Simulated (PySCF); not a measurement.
**C$_{2}$H$_{5}$GeN: density, localisation and related maps**

The calculation's input:

```
{"job": {"kind": "uv", "xc": "CAM-B3LYP", "basis": "def2-SVPD", "ip": true, "dynamic": true}, "charge": 0, "multiplicity": 1}
C      2.453086    -0.069038    -0.110958
C      1.278733     0.245527    -0.048978
Ge    -0.583635     0.688016     0.048064
N     -1.679097    -0.780637     0.037536
H      3.491987    -0.342898    -0.166086
H     -0.822811     1.439405     1.364145
H     -0.931203     1.539624    -1.179921
H     -1.608105    -1.337801    -0.810516
H     -1.540489    -1.399385     0.832900
```

Run with:

```sh
OMP_NUM_THREADS=1 python probes_run.py task.json out
```

Geometry: PBE0-D3(BJ)/def2-SVP.

These are results of CAM-B3LYP/def2-SVPD, SCF density, gas phase (PySCF), not measurements.

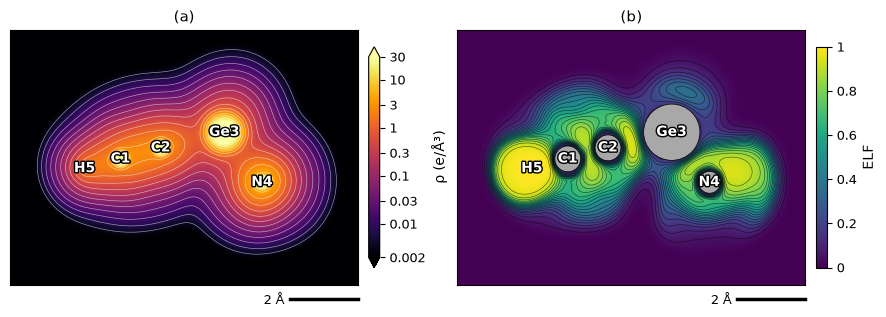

Figure 1. (a) electron density; (b) ELF on the plane of atoms C2, Ge3 and N4. Grey discs cover the atomic cores in the ELF map.

**What do the fields say about this system?**

The section cuts through C, Ge, N and H sites. C–C (1.22 Å): the density is about 2.7 e/Å³ at the midpoint; the ELF peaks at about 0.85 between the atoms; a short, multiple covalent bond. Ge–N (1.83 Å): ρ at the midpoint is about 0.98 e/Å³; the ELF peaks at about 0.90 in the valence shell of N, 0.6 Å from its nucleus, and is about 0.50 at the midpoint. C–Ge (1.92 Å): ρ at the midpoint is about 0.89 e/Å³; the ELF peaks at about 0.95 in the valence shell of C, 0.7 Å from its nucleus, and is about 0.65 at the midpoint. C–H (1.08 Å): ρ is about 2 e/Å³ halfway; the ELF climbs to about 1 towards the hydrogen, as it does in any bond to H; an ordinary covalent bond to hydrogen. The ELF also peaks beside N4, away from the bonds: lone-pair regions.

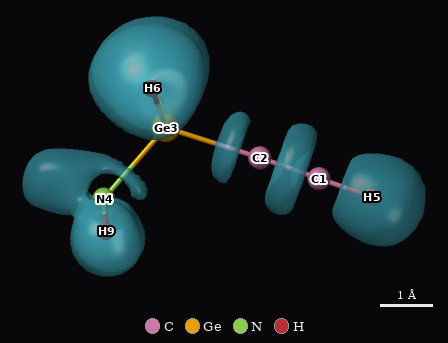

Figure 2. Isosurface of the ELF at 0.8 (cyan), seen across its widest extent. Core shells and regions of very low density are left out.

**Where are the electrons localised?**

The ELF exceeds this value in one region between bonded C–C atoms (shared pairs), three regions around hydrogen nuclei, one lobe of the valence shell of C pointing towards Ge (polar bonds) and one joined region spread over several atoms (H, N), in which their bonds and any lone pairs are merged.

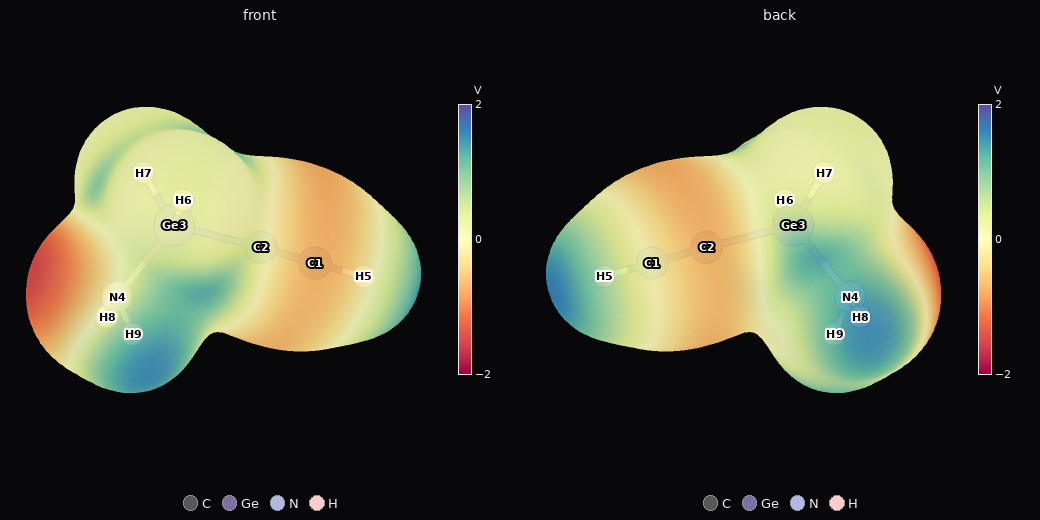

Figure 3. The electrostatic potential painted on the density surface at 0.002 e/bohr³, seen from the front and from behind; red is negative and blue positive.

**Where is the surface potential most negative and most positive?**

The most negative region (about −1.5 V) lies over N4, the most positive (about +1.6 V) over H5, H8 and H9. N4 is the likeliest acceptor of a hydrogen bond.

**How polar is the molecule by this calculation?**

Its dipole moment is 1.13 D.
